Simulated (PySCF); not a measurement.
**C2H2FSi (SMILES C#C[SiH]F): levels of theory compared**

We compute a comparison of 6 runs (UHF/STO-3G, UHF/def2-SVP, U-wB97X/def2-SVP, UTPSSh/def2-SVPD, UBLYP/aug-cc-pVDZ, UB2PLYP/pcseg-2) of C2H2FSi. Input form: a Python script.

The results are computed with PySCF 2.14.0.

### Step 1. Starting point

The species is C2H2FSi (6 atoms), meant as a doublet with charge 0. As SMILES, `C#C[SiH]F`. Geometry: relaxed at PBE0-D4/def2-TZVP.

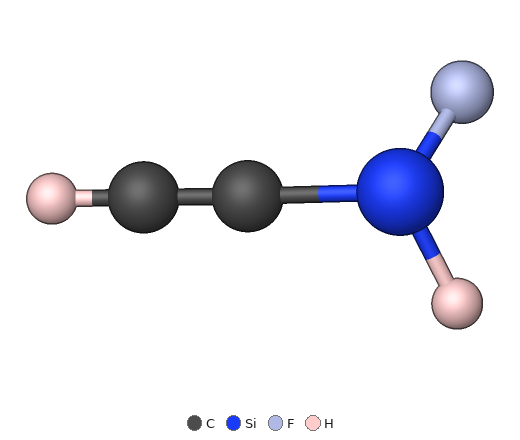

The structure, seen from a chosen angle (carbon dark grey, silicon blue, fluorine light blue, hydrogen pink).

### Step 2. Energy and gradient at UHF/STO-3G (run 1)

Input file run.py:

```python
# C#C[SiH]F
import pyscf.grad
from pyscf import gto, scf

mol = gto.Mole()
mol.atom = [
    ('C', (0.118100, -0.680000, -1.605700)),
    ('C', (0.120400, -0.213700, -0.490100)),
    ('Si', (0.338300, 0.466700, 1.168800)),
    ('F', (-0.478000, -0.412300, 2.226800)),
    ('H', (0.100300, -1.089200, -2.590300)),
    ('H', (-0.157100, 1.864400, 1.244300)),
]
mol.spin = 1
mol.max_memory = 1860
mol.basis = 'sto-3g'
mol.verbose = 3
mol.build()

mf = scf.UHF(mol)
mf.conv_tol = 1e-10
mf.kernel()
if not mf.converged:
    mf = mf.newton().run(mf.mo_coeff, mf.mo_occ)

e_tot = mf.e_tot
print('E = %.10f Eh' % e_tot)
grad = mf.Gradients().kernel()
mf.analyze()
```

Command:

```sh
$ OMP_NUM_THREADS=1 python run.py
```

The program printed:

```text
converged SCF energy = -459.504613251007  <S^2> = 0.99119434  2S+1 = 2.228178
E = -459.5046132510 Eh
--------------- UHF gradients ---------------
         x                y                z
0 C    -0.0000616397    -0.0135610127    -0.0326750682
1 C     0.0027012505     0.0104757608     0.0295069070
2 Si    -0.0075339694    -0.0353269281     0.0103802612
3 F     0.0119770475     0.0112477734    -0.0118775525
4 H    -0.0001040099     0.0001864261     0.0002946558
5 H    -0.0069786790     0.0269779805     0.0043707967
----------------------------------------------
**** MO energy ****
                             alpha | beta                alpha | beta
MO #1   energy= -67.9909545815751  | -67.9821040161894  occ= 1 | 1
MO #2   energy= -25.8374503448183  | -25.8349054485771  occ= 1 | 1
MO #3   energy= -10.9823234416161  | -10.960029175069   occ= 1 | 1
MO #4   energy= -10.9231364650856  | -10.9429835566801  occ= 1 | 1
MO #5   energy= -5.98432742106271  | -5.96843835626977  occ= 1 | 1
MO #6   energy= -4.01880095504731  | -3.99782291422453  occ= 1 | 1
MO #7   energy= -4.00457098277747  | -3.99599322764344  occ= 1 | 1
MO #8   energy= -4.00355325729522  | -3.98203890910053  occ= 1 | 1
MO #9   energy= -1.44443950922305  | -1.43168368953831  occ= 1 | 1
MO #10  energy= -0.941109356568171 | -0.93293704988715  occ= 1 | 1
[... 12 lines of this table left out ...]
MO #23  energy= 0.572203793999845  | 0.592692473105408  occ= 0 | 0
MO #24  energy= 0.599147654061111  | 0.628208752012451  occ= 0 | 0
MO #25  energy= 0.668121257670197  | 0.694143359869274  occ= 0 | 0
MO #26  energy= 1.41943019601118   | 1.42146816137478   occ= 0 | 0

To work with the spin densities directly, `use mulliken_meta_spin()` only printing them here.

 ** Mulliken spin pop alpha/beta on meta-lowdin orthogonal AOs **
 ** Mulliken Spin Density (per atom)  **
spin density of  0 C =      0.82830
spin density of  1 C =     -0.75140
spin density of  2 Si =      0.88554
spin density of  3 F =      0.06147
spin density of  4 H =     -0.05127
spin density of  5 H =      0.02737
 ** Mulliken pop alpha/beta on meta-lowdin orthogonal AOs **
 ** Mulliken atomic charges   ( Nelec_alpha | Nelec_beta ) **
charge of  0C =     -0.08844  (     3.45837      2.63007 )
charge of  1C =     -0.23219  (     2.74040      3.49179 )
charge of  2Si =      0.64258  (     7.12148      6.23594 )
charge of  3F =     -0.25072  (     4.65609      4.59463 )
charge of  4H =      0.07041  (     0.43916      0.49043 )
charge of  5H =     -0.14164  (     0.58450      0.55714 )
Dipole moment(X, Y, Z, Debye):  1.24505,  0.57739, -0.17918
```

It took 1.2 s on 1 thread of Arm Neoverse V1, shared host; peak memory 0.12 GiB.

### Step 3. Energy and forces at UHF/def2-SVP (run 2)

Input file run.py:

```python
import pyscf.grad
from pyscf import gto, scf

molecule = gto.M(
    atom=[
    ('C', (0.118100, -0.680000, -1.605700)),
    ('C', (0.120400, -0.213700, -0.490100)),
    ('Si', (0.338300, 0.466700, 1.168800)),
    ('F', (-0.478000, -0.412300, 2.226800)),
    ('H', (0.100300, -1.089200, -2.590300)),
    ('H', (-0.157100, 1.864400, 1.244300)),
],
    spin=1,
    basis='def2-svp',
    max_memory=1860,
    charge=0,
    verbose=3,
)

mf = scf.UHF(molecule)
mf.conv_tol = 1e-10
mf.kernel()
if not mf.converged:
    mf = mf.newton().run(mf.mo_coeff, mf.mo_occ)

energy = mf.e_tot
print('E(%s) = %.9f' % ('HF', energy))
grad = mf.Gradients().kernel()
dip = mf.dip_moment()
pop, q = mf.mulliken_pop()
```

Command:

```sh
$ OMP_NUM_THREADS=1 python run.py
```

The program printed:

```text
converged SCF energy = -464.998719942585  <S^2> = 0.82295676  2S+1 = 2.0716725
E(HF) = -464.998719943
--------------- UHF gradients ---------------
         x                y                z
0 C     0.0005508006    -0.0040401370    -0.0093740953
1 C     0.0003363795     0.0079842060     0.0187237393
2 Si    -0.0038944939    -0.0133180185    -0.0036673393
3 F     0.0046765532     0.0053895794    -0.0062631268
4 H    -0.0000419042     0.0001670360     0.0003385423
5 H    -0.0016273353     0.0038173342     0.0002422799
----------------------------------------------
Dipole moment(X, Y, Z, Debye):  0.98155,  0.43084, -1.81258
 ** Mulliken pop       alpha | beta **
pop of  0 C 1s        0.99510 | 0.99512
pop of  0 C 2s        0.45972 | 0.42807
pop of  0 C 3s        0.26864 | 0.21020
pop of  0 C 2px       0.35862 | 0.19914
pop of  0 C 2py       0.33543 | 0.25113
pop of  0 C 2pz       0.39901 | 0.37188
pop of  0 C 3px       0.24981 | 0.13219
pop of  0 C 3py       0.20390 | 0.13863
pop of  0 C 3pz       0.08919 | 0.06310
pop of  0 C 3dxy      0.00061 | 0.00089
pop of  0 C 3dyz      0.00391 | 0.00524
pop of  0 C 3dz^2     0.00429 | 0.00621
pop of  0 C 3dxz      0.00339 | 0.00501
pop of  0 C 3dx2-y2    0.00061 | 0.00090
pop of  1 C 1s        0.99530 | 0.99522
pop of  1 C 2s        0.44034 | 0.45785
[... 47 lines of this table left out ...]
pop of  4 H 2py       0.00383 | 0.00301
pop of  4 H 2pz       0.00969 | 0.00906
pop of  5 H 1s        0.38644 | 0.35235
pop of  5 H 2s        0.20075 | 0.18345
pop of  5 H 2px       0.00108 | 0.00106
pop of  5 H 2py       0.00470 | 0.00464
pop of  5 H 2pz       0.00029 | 0.00011
In total            19.00000 | 18.00000
 ** Mulliken atomic charges   ( Nelec_alpha | Nelec_beta ) **
charge of  0C =     -0.17990  (     3.37221      2.80769 )
charge of  1C =     -0.18302  (     2.83535      3.34766 )
charge of  2Si =      0.87215  (     7.01817      6.10967 )
charge of  3F =     -0.46483  (     4.74431      4.72052 )
charge of  4H =      0.09047  (     0.43669      0.47284 )
charge of  5H =     -0.13487  (     0.59326      0.54161 )
```

Wall time 3.3 s (1 thread of Arm Neoverse V1, shared host); peak memory 0.14 GiB.

Runs 3 to 5 aren't shown in full; the table further down has their settings and results.

### Step 4. A single-point energy at UB2PLYP/pcseg-2 (run 6)

Input file mol.xyz:

```xyz
6
C2H2FSi
C      0.118100    -0.680000    -1.605700
C      0.120400    -0.213700    -0.490100
Si     0.338300     0.466700     1.168800
F     -0.478000    -0.412300     2.226800
H      0.100300    -1.089200    -2.590300
H     -0.157100     1.864400     1.244300
```

Input file job.py:

```python
# C#C[SiH]F
from pyscf import gto, dft, mp

molecule = gto.M(
    atom='mol.xyz',
    max_memory=1860,
    verbose=4,
    charge=0,
    spin=1,
    basis='pcseg-2',
)

mf = dft.UKS(molecule)
mf.xc = '0.53*HF + 0.47*B88, 0.73*LYP'
mf.conv_tol = 1e-10
mf.grids.level = 5
mf.kernel()
if not mf.converged:
    mf = mf.newton().run(mf.mo_coeff, mf.mo_occ)

pt = mp.MP2(mf, frozen=8).run()
etot = mf.e_tot + 0.27 * pt.e_corr
print('PT2 part  %.8f' % (0.27 * pt.e_corr))
print('E(%s) = %.9f' % ('B2PLYP', etot))
mf.analyze()
```

Command:

```sh
$ OMP_NUM_THREADS=1 python job.py
```

The program printed:

```text
PySCF version 2.14.0

[... 124 lines left out ...]
converged SCF energy = -466.333069682618  <S^2> = 0.75889502  2S+1 = 2.0088753
[... 12 lines left out ...]
Nuclear Repulsion Energy =             130.576000762910041
[... 1 line left out ...]
Two-electron Energy =                  306.566176204238729
[... 1 line left out ...]
DFT Exchange-Correlation Energy =      -42.545929317698743
[... 4 lines left out ...]
MO #2   energy= -25.3491179305487  | -25.3462476845416  occ= 1 | 1
[... 2 lines left out ...]
MO #152 energy= 15.4752812168603   | 15.4835747637476   occ= 0 | 0
[... 178 lines left out ...]
Dipole moment(X, Y, Z, Debye):  0.83186,  0.43236, -1.67532
```

It took 1.9 min on 1 thread of Arm Neoverse V1, shared host; peak memory 1.1 GiB.

### Step 5. The series

| run | level | integration grid | task | energy (Eh) | dipole moment (D) | HOMO energy (eV) | LUMO energy (eV) | wall time |
| --- | --- | --- | --- | --- | --- | --- | --- | --- |
| 1 | UHF/STO-3G | – | gradient | -459.504613 | 1.38 | -6.67 | 5.52 | 1.2 s |
| 2 | UHF/def2-SVP | – | gradient | -464.998720 | 2.11 | -9.43 | 1.21 | 3.3 s |
| 3 | U-wB97X/def2-SVP | 5 | gradient | -466.402256 | 1.74 | -8.48 | -1.19 | 40 s |
| 4 | UTPSSh/def2-SVPD | 5 | gradient | -466.493163 | 1.71 | -5.92 | -3.28 | 1.9 min |
| 5 | UBLYP/aug-cc-pVDZ | 5 | gradient | -466.668704 | 1.60 | -5.14 | -3.75 | 62 s |
| 6 | UB2PLYP/pcseg-2 | 5 | energy | -466.540946 | 1.92 | -7.47 | -1.50 | 1.9 min |

### Step 6. Results

```
                                                       quantity          value
                                            run 6: total energy  -466.54095 Eh
                                run 6: dipole moment (SCF part)         1.92 D
run 6: HOMO energy (SCF part's orbitals) (highest over α and β)       -7.47 eV
 run 6: LUMO energy (SCF part's orbitals) (lowest over α and β)       -1.50 eV
                                                    run 6: ⟨S²⟩          0.759
```

**Reading.** The dipole moment (its size) runs from 1.38 D (UHF/STO-3G) to 2.11 D (UHF/def2-SVP). Totals of different functionals can't be ranked against each other. In run 1 the basis is minimal, so the values are rough. Spin contamination of the reference: run 1 ⟨S²⟩ = 0.99. All runs together took 5.6 min, the longest 1.9 min.
